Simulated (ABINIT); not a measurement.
Band structure of TcN (F-43m, 2 atoms in the cell).

```
TcN
1.0
    0.00000     2.29540     2.29540
    2.29540     0.00000     2.29540
    2.29540     2.29540     0.00000
Tc N
1 1
Direct
  0.00000   0.00000   0.00000
  0.75000   0.75000   0.75000
```

Level of theory: PBEsol, norm-conserving pseudopotentials (PseudoDojo nc-sr-04 PBEsol standard) (plane waves; ABINIT).

Settings: pseudos = [Tc.upf, N.upf]; ecut = 42 Ha; occopt = 7; tsmear = 0.00999582 Ha; ngkpt = 8 8 8; nshiftk = 1; shiftk = 0 0 0; potentials = PseudoDojo nc-sr-04 PBEsol standard; kptopt = 1; nstep = 80; tolvrs1 = 1e-11; ndtset = 2; getden2 = 1.

The starting cell comes from a database of computed structures (which also holds hypothetical and non-ambient phases and stackings), without a prior relaxation at this level. Spin polarisation is off.

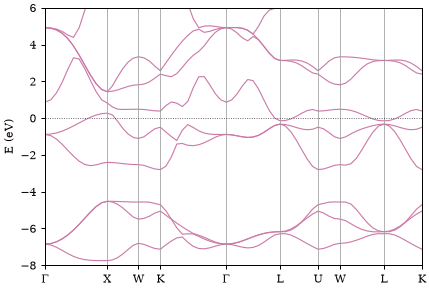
Figure: Bands along the path, energies from the Fermi level.

Levels in eV from the Fermi level, bands 7 to 14:
```csv
point,7,8,9,10,11,12,13,14
Γ,-6.85,-6.85,-0.89,-0.89,0.87,4.92,4.92,4.92
X,-4.52,-4.52,-2.41,0.27,0.82,1.44,1.44,9.40
W,-5.49,-4.56,-2.53,-1.11,0.48,1.81,3.33,10.38
K,-5.06,-4.71,-2.80,-0.50,0.38,2.39,2.58,9.73
L,-6.18,-6.18,-0.33,-0.33,-0.15,3.13,3.13,5.98
U,-5.06,-4.71,-2.80,-0.50,0.38,2.39,2.58,9.73
```

Bands cross the Fermi level along this path, so the cell is metallic at this level.
